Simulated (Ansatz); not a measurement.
# AlBH2 (triplet): inputs that go wrong at distance B1–H3 = 2.600 Å

4 inputs are run for AlBH2 (triplet) as typed; the log has to tell whether the result can be used and what must change.

Computed with Ansatz 0.2.0, Gaussian basis. Level: the settings change from run to run.

16 further runs of the same task are left out: 1 for a mislabelled method, 12 that didn't finish, 3 set aside as unsound or not needed.

## Step 1: The system

The geometry derives from a PBE0/def2-TZVP stationary point (not a proven minimum). One bond is set to the value named and the two fragments are kept rigid.

4 atoms, charge 0, spin multiplicity 3.

Atoms are counted from 1 here; the program's logs count them from 0.

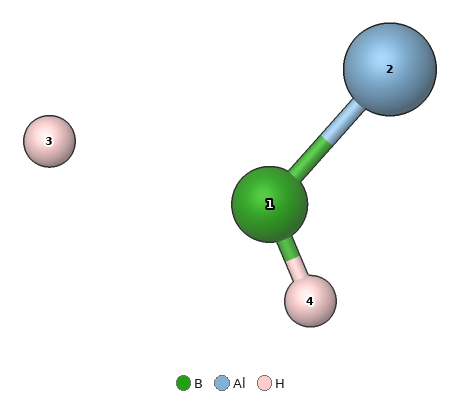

The structure; boron green, aluminium light blue, hydrogen pink; atoms are numbered from 1 in the order of the file.

## Step 2: Attempt 1

Input file in.yaml:

```yaml
crystal:
  periodic: [false, false, false]
  atoms:
    - {symbol: B, position_ang: [0.000000, -0.032068, 1.353500]}
    - {symbol: Al, position_ang: [0.000000, -0.032068, -0.704777]}
    - {symbol: H, position_ang: [0.000000, 2.312075, 2.478219]}
    - {symbol: H, position_ang: [0.000000, -1.109680, 1.870538]}
basis:
  gaussian: {orbitals: 6-31G}
magnetization: {spin_polarized: false, initial_magnetization: 2}
correlation: {active_space: {window: {electrons: 4, orbitals: 4}, places: [1, 2]}}
accuracy: high
```

Command:

```console
$ ansatz run in.yaml --threads 1 --pin off --events-out ev --progress --plain --max-ram 2393MiB
```

Log:

```text
Error: invalid value for `correlation.active_space`: name one of window, places and ras
```

Run time: 0.03 s. Hardware: 1 thread of Arm Neoverse V1, shared host.

**Diagnosis.** The run was refused. The active space is defined twice. Cure: keep one definition.

## Step 3: Attempt 2

Input file in.yaml:

```yaml
crystal:
  periodic: [false, false, false]
  atoms:
    - {symbol: B, position_ang: [0.000000, -0.032068, 1.353500]}
    - {symbol: Al, position_ang: [0.000000, -0.032068, -0.704777]}
    - {symbol: H, position_ang: [0.000000, 2.312075, 2.478219]}
    - {symbol: H, position_ang: [0.000000, -1.109680, 1.870538]}
basis:
  gaussian: {orbitals: STO-3G}
magnetization: {spin_polarized: false, initial_magnetization: 2}
correlation: {method: fic_mrcisd_q, electrons: outside_noble_gas, active_space: {window: {electrons: 4, orbitals: 4}, states: [{multiplicity: 3, irrep: E1u, weights: [1]}]}}
scf: {lower_state_search: full}
```

Same command.

Log:

```text
Functional definition: HF
  name "HF"
  cite "Fock, Z. Phys. 61, 126 (1930) doi:10.1007/BF01340294"
  parent pbe
  exchange = exact_x
  correlation = 0
the irreps are read with x along [0.000, 1.000, 0.000], y along [0.000, 0.000, 1.000] and z along [1.000, 0.000, 0.000] of the geometry given
258 factors; integrals over basis functions are off by at most 2.7e-8 eV
mean field evaluation 1: about -7183.0231 eV, gradient 1.4e1 eV
mean field evaluation 2: about -7183.0421 eV, gradient 1.4e1 eV
mean field evaluation 4: about -7188.0510 eV, gradient 4.5e0 eV
mean field evaluation 8: about -7189.2904 eV, gradient 1.9e0 eV
mean field evaluation 16: about -7189.3918 eV, gradient 3.3e-5 eV
mean field evaluation 32: about -7184.7940 eV, gradient 3.4e0 eV
mean field evaluation 64: about -7189.2665 eV, gradient 3.2e0 eV
mean field evaluation 96: about -7188.5134 eV, gradient 7.1e0 eV
mean field evaluation 128: about -7189.2942 eV, gradient 2.0e0 eV
mean field evaluation 160: about -7152.8743 eV, gradient 6.6e1 eV
mean field evaluation 192: about -7180.8999 eV, gradient 2.0e1 eV
mean field evaluation 224: about -7188.3490 eV, gradient 6.5e0 eV
mean field -7189.96057409 eV, -264.2261775676 hartree, gradient 6.7e-7 eV, S^2 2.000000; 16 other end points of the search recorded, 0 dependent functions left out
reference -7189.96057409 eV, -264.2261775676 hartree; 11, 9 occupied and 5, 7 virtual orbitals, 258 factors
Error: the irrep E1u is not accepted for these orbitals, which take A', A'', or 1 to 2
```

It took 0.3 s on 1 thread of Arm Neoverse V1, shared host.

**Diagnosis.** The run stopped with an error. The symmetry label isn't in the molecule's group. Fix: name an irrep that the log lists.

## Step 4: Attempt 3

Input file in.yaml:

```yaml
crystal:
  periodic: [false, false, false]
  atoms:
    - {symbol: B, position_ang: [0.000000, -0.032068, 1.353500]}
    - {symbol: Al, position_ang: [0.000000, -0.032068, -0.704777]}
    - {symbol: H, position_ang: [0.000000, 2.312075, 2.478219]}
    - {symbol: H, position_ang: [0.000000, -1.109680, 1.870538]}
basis:
  gaussian: {orbitals: cc-pVDZ}
magnetization: {spin_polarized: false, initial_magnetization: 2}
correlation: {active_space: {window: {electrons: 2, orbitals: 1}}}
accuracy: high
scf: {lower_state_search: off}
```

The command is unchanged.

Log:

```text
Functional definition: HF
  name "HF"
  cite "Fock, Z. Phys. 61, 126 (1930) doi:10.1007/BF01340294"
  parent pbe
  exchange = exact_x
  correlation = 0
these checks for a lower state are left out or cut short: stability, starts, cluster_reference, orbital_swaps, neighbouring_geometries, increment
881 factors; integrals over basis functions are off by at most 3.3e-9 eV
mean field evaluation 1: about -7277.6814 eV, gradient 9.9e0 eV
mean field evaluation 2: about -7277.7071 eV, gradient 1.0e1 eV
mean field evaluation 4: about -7279.1099 eV, gradient 2.2e0 eV
mean field evaluation 8: about -7278.8612 eV, gradient 3.3e0 eV
mean field evaluation 16: about -7280.0693 eV, gradient 2.8e-3 eV
mean field -7280.06931330 eV, -267.5376126556 hartree, gradient 5.0e-8 eV, S^2 2.000000; 0 other end points of the search recorded, 0 dependent functions left out
reference -7280.06931330 eV, -267.5376126556 hartree; 11, 9 occupied and 31, 33 virtual orbitals, 881 factors
Error: 2 electrons in 1 orbitals form no window around the highest filled level of the reference
```

Run time: 0.45 s. Hardware: 1 thread of Arm Neoverse V1, shared host.

What is wrong: The run stopped with an error. The active window can't be built from these electrons and orbitals. Fix: choose counts that fit the spin, the electrons and the basis.

## Step 5: Attempt 4

Input file in.yaml:

```yaml
crystal:
  periodic: [false, false, false]
  atoms:
    - {symbol: B, position_ang: [0.000000, -0.016970, 0.716272]}
    - {symbol: Al, position_ang: [0.000000, -0.016970, -0.372968]}
    - {symbol: H, position_ang: [0.000000, 1.223550, 1.311473]}
    - {symbol: H, position_ang: [0.000000, -0.587243, 0.989889]}
basis:
  gaussian: {orbitals: def2-SVP}
magnetization: {spin_polarized: false, initial_magnetization: 2}
correlation: {active_space: {ras: {orbitals: [3, 2, 31], electrons: 8, max_holes: 2, max_particles: 2}, fixed_orbitals: true}}
accuracy: high
scf: {lower_state_search: off}
output: {forces: true}
```

The command is unchanged.

Log (excerpt; [...] marks lines left out):

```text
Functional definition: HF
  name "HF"
  cite "Fock, Z. Phys. 61, 126 (1930) doi:10.1007/BF01340294"
  parent pbe
[...]
831 factors; integrals over basis functions are off by at most 3.5e-9 eV
[...]
mean field -7244.78339832 eV, -266.2408791976 hartree, gradient 9.5e-8 eV, S^2 2.000000; 0 other end points of the search recorded, 0 dependent functions left out
reference -7244.78339832 eV, -266.2408791976 hartree; 11, 9 occupied and 31, 33 virtual orbitals, 831 factors
state -7249.12505218 eV, -266.4004320341 hartree
[...]
Total energy: -7249.12505218 eV, -266.4004320341 hartree
Atom 0 at     0.000000    -0.016970     0.716272 Å, force    -0.000000    70.765139    49.657831 eV/Å
Atom 1 at     0.000000    -0.016970    -0.372968 Å, force     0.000000    -0.527403   -83.063589 eV/Å
Atom 2 at     0.000000     1.223550     1.311473 Å, force     0.000000    -3.314109    -0.364002 eV/Å
Atom 3 at     0.000000    -0.587243     0.989889 Å, force     0.000000   -66.923628    33.769760 eV/Å
Dipole moment:    -0.000000     0.025180     0.176981 e Å
Checks for a lower state left out: starts, cluster_reference, orbital_swaps, neighbouring_geometries, increment
```

Wall time 2.5 s (1 thread of Arm Neoverse V1, shared host).

**Diagnosis.** The run converged, which proves nothing about the input. The coordinates are scaled by the bohr-ångström factor. The shortest distance is 0.63 Å, against 1.20 Å in the geometry of step 1. Its energy belongs to another geometry. To mend it, restore the coordinates in ångström.

## Step 6: How the runs ended

```
attempt                 level                ended                                                               cause    time
      1     CASSCF(4,4)/6-31G              refused                                   the active space is defined twice  0.03 s
      2  MRCISD+Q(4,4)/STO-3G  stopped by an error                    the symmetry label isn't in the molecule's group   0.3 s
      3   CASSCF(2,1)/cc-pVDZ  stopped by an error  the active window can't be built from these electrons and orbitals  0.45 s
      4         CISD/def2-SVP            converged              the coordinates are scaled by the bohr-ångström factor   2.5 s
```

1 refused, 2 stopped by an error, 1 converged. The input that converges on a wrong geometry or spin is the dangerous one: no error points at it, so geometry and ⟨S²⟩ have to be checked.
